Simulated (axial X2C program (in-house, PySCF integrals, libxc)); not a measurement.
# A two-component session on CoB: properties at the nuclei

Aim: properties at the nuclei of CoB, with spin–orbit coupling in the Hamiltonian from the start.

The runs use an in-house X2C program for linear molecules on PySCF integrals; two-component X2C with atomic mean-field terms, Co dyall-cv3z, B dyall-v3z.

All values are calculated.

### Step 1. The job

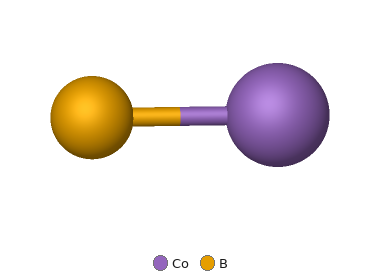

The two atoms at 1.960 Å (cobalt purple, boron amber).

The input, task.json:

```json
{
 "zs": [
  27,
  5
 ],
 "q": 0,
 "bas": [
  "dyall-cv3z",
  "dyall-v3z"
 ],
 "r0": 1.96,
 "levels": [
  "PBE0",
  "HF",
  "r2SCAN",
  "TPSSh",
  "B3LYP"
 ],
 "nst": 3
}
```

Keys: zs atomic numbers; q charge; bas basis sets; r0 starting distance in Å; levels methods (HF also brings MP2); nst determinants followed.

Command:

```
$ python soeom.py task.json out
```

Further steps of the session: Expectation values, lowest determinant; Expectation values, a higher determinant; Expectation values, a higher determinant.

Q: Predict the outcome of this session. Wanted: lowest determinant; Eeff magnitude; Ws magnitude Co; A∥/gI Co; qzz Co; higher determinant (for each run or level that gives them).

As calculated:

```
                                        quantity                                            value
                              lowest determinant   Ω = 3 (excess of +ω over −ω: ω = 1/2, ω = 5/2)
                    Eeff magnitude (GV/cm), PBE0                                            0.215
                     Ws magnitude Co (kHz), PBE0                                           0.0383
                            A∥/gI Co (MHz), PBE0                                              811
                             qzz Co (a.u.), PBE0                                            -0.69
                              higher determinant  Ω = 2 (excess of +ω over −ω: ω = -1/2, ω = 5/2)
Eeff magnitude (GV/cm), PBE0, higher determinant                                            0.449
 Ws magnitude Co (kHz), PBE0, higher determinant                                           0.0652
        A∥/gI Co (MHz), PBE0, higher determinant                                            -49.9
         qzz Co (a.u.), PBE0, higher determinant                                            -0.65
                              higher determinant  Ω = 1 (excess of +ω over −ω: ω = -1/2, ω = 3/2)
Eeff magnitude (GV/cm), PBE0, higher determinant                                            0.214
 Ws magnitude Co (kHz), PBE0, higher determinant                                            0.114
        A∥/gI Co (MHz), PBE0, higher determinant                                             -343
         qzz Co (a.u.), PBE0, higher determinant                                            -0.73
```

In the first state, the effective field runs from 0.215 to 1.28 GV/cm over the mean-field levels, so the levels don't agree on it. The expectation values come from single determinants, which for open shells can mix terms of unlike spin or miss the lowest Ω, so a determinant need not be a state. Eeff is the effective electric field on the electron dipole moment in this Ω state and Ws the scalar–pseudoscalar constant (defined with the proton number Z and per Ω); A∥ is the parallel hyperfine constant, which follows by multiplying with the nuclear g factor gI = μI/(I μN); qzz is the electric field gradient, eQq0 = 234.96 MHz × Q/barn × qzz; μ is positive if B is the positive end. The operators were transformed with the bare-nucleus X2C matrices. A second determinant lies within 0.1 eV of the first, so their order is not settled at this level.
